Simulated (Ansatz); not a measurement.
# Si2H3OF (SMILES F[Si]O[SiH3]): SVWN5/def2-SVPD

Aim: the energy change on altering one bond length of Si2H3OF at SVWN5/def2-SVPD, from 2 runs. 

The calculation is run with Ansatz 0.2.0.

57 further runs of the same task are left out: 57 set aside as unsound or not needed.

### Step 1. The system as given

The species is Si2H3OF (7 atoms), meant as a singlet with charge 0. As SMILES, `F[Si]O[SiH3]`. Geometry: relaxed at PBE0-D4/def2-TZVP. This is one conformer, not always the lowest.

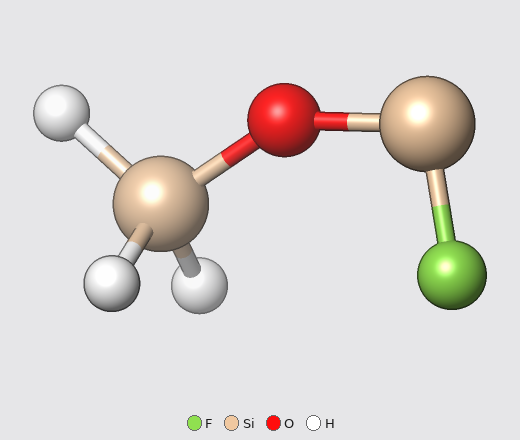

Viewed from a chosen angle; fluorine green, silicon light orange, oxygen red, hydrogen white.

### Step 2. The energy at SVWN5/def2-SVPD

in.yaml reads:

```yaml
crystal:
  periodic: [false, false, false]
  atoms:
    - symbol: F
      position_ang: [0.639300, -1.829500, 1.608700]
    - symbol: Si
      position_ang: [-0.428700, -2.165500, 0.441500]
    - symbol: O
      position_ang: [-0.538300, -0.736500, -0.334600]
    - symbol: Si
      position_ang: [-0.025600, 0.837100, -0.406700]
    - symbol: H
      position_ang: [-0.705100, 1.480700, -1.555500]
    - symbol: H
      position_ang: [-0.385700, 1.537800, 0.850000]
    - symbol: H
      position_ang: [1.444000, 0.875800, -0.603300]
basis:
  gaussian:
    orbitals: def2-SVPD
hamiltonian:
  xc: {name: SVWN5}
accuracy: high
output:
  orbitals: {seedname: orbitals}
```

Command:

```console
$ ansatz run in.yaml --threads 1 --pin off --max-ram 3480MiB --events-out events.jsonl --progress --plain --runs-dir runs
```

The program printed:

```text
Warning: RAYON_NUM_THREADS=1 ignored (pool sized by the plan → 1); use --threads N
Functional definition: SVWN5
  name "SVWN5"
  exchange = slater_x
  correlation = vwn5_c
2284 factors; integrals over basis functions are off by at most 3.8e-9 eV
mean field evaluation 1: about -20459.4443 eV, gradient 6.7e1 eV
mean field evaluation 2: about -20398.2977 eV, gradient 1.8e2 eV
mean field evaluation 4: about -20466.5693 eV, gradient 2.2e1 eV
mean field evaluation 8: about -20467.3585 eV, gradient 7.6e-1 eV
mean field evaluation 16: about -20467.3598 eV, gradient 2.0e-5 eV
mean field -20467.35979675 eV, -752.1615992557 hartree, gradient 1.9e-8 eV, S^2 0.000000; 0 other end points of the search recorded, 0 dependent functions left out
reference -20467.35980099 eV, -752.1615994117 hartree; 24, 24 occupied and 94, 94 virtual orbitals, 2284 factors
Total energy: -20467.35980099 eV, -752.1615994117 hartree
```

Wall time 5.7 s (1 thread of Arm Neoverse V2, shared host); peak memory 0.33 GiB.

### Step 3. The distorted shape at the same level

run.yaml reads:

```yaml
crystal:
  periodic: [false, false, false]
  atoms:
    - {symbol: F, position_ang: [1.173333, -1.661490, 2.192336]}
    - {symbol: Si, position_ang: [-0.428700, -2.165500, 0.441500]}
    - {symbol: O, position_ang: [-0.538300, -0.736500, -0.334600]}
    - {symbol: Si, position_ang: [-0.025600, 0.837100, -0.406700]}
    - {symbol: H, position_ang: [-0.705100, 1.480700, -1.555500]}
    - {symbol: H, position_ang: [-0.385700, 1.537800, 0.850000]}
    - {symbol: H, position_ang: [1.444000, 0.875800, -0.603300]}
basis:
  gaussian: {orbitals: def2-SVPD}
hamiltonian: {xc: {name: SVWN5}}
accuracy: high
output: {orbitals: {seedname: orbitals}}
```

Command:

```console
$ ansatz run run.yaml --threads 1 --pin off --max-ram 3480MiB --events-out events.jsonl --progress --plain --runs-dir runs
```

The program printed:

```text
Warning: RAYON_NUM_THREADS=1 ignored (pool sized by the plan → 1); use --threads N
[... 4 set-up lines as earlier in the session ...]
2293 factors; integrals over basis functions are off by at most 3.7e-9 eV
mean field evaluation 1: about -20454.2411 eV, gradient 7.5e1 eV
mean field evaluation 2: about -20152.7069 eV, gradient 2.4e2 eV
mean field evaluation 4: about -20462.7117 eV, gradient 2.8e1 eV
mean field evaluation 8: about -20465.0123 eV, gradient 3.1e0 eV
mean field evaluation 16: about -20465.0289 eV, gradient 1.2e-3 eV
mean field -20465.02887072 eV, -752.0759393042 hartree, gradient 1.9e-8 eV, S^2 0.000000; 0 other end points of the search recorded, 0 dependent functions left out
reference -20465.02887504 eV, -752.0759394629 hartree; 24, 24 occupied and 94, 94 virtual orbitals, 2293 factors
Total energy: -20465.02887504 eV, -752.0759394629 hartree
```

Run time: 5.4 s. Hardware: 1 thread of Arm Neoverse V2, shared host; peak memory 0.33 GiB.

### Step 4. What came out

Level: SVWN5/def2-SVPD.

| quantity | value |
| --- | --- |
| first shape: total energy | -752.16160 Eh |
| first shape: HOMO energy | -6.76 eV |
| first shape: LUMO energy | -2.79 eV |
| first shape: HOMO–LUMO gap | 3.98 eV |
| distorted shape: total energy | -752.07594 Eh |
| distorted shape: HOMO energy | -6.71 eV |
| distorted shape: LUMO energy | -4.09 eV |
| distorted shape: HOMO–LUMO gap | 2.63 eV |
| energy change with the F1–Si2 bond stretched from 1.617 to 2.426 Å | 2.331 eV |

With the F1–Si2 bond stretched from 1.617 to 2.426 Å the energy rises by 2.33 eV (225 kJ/mol). The first shape isn't relaxed at this level, so the change isn't measured from a minimum. A restricted reference can't describe the breaking bond well at this length.
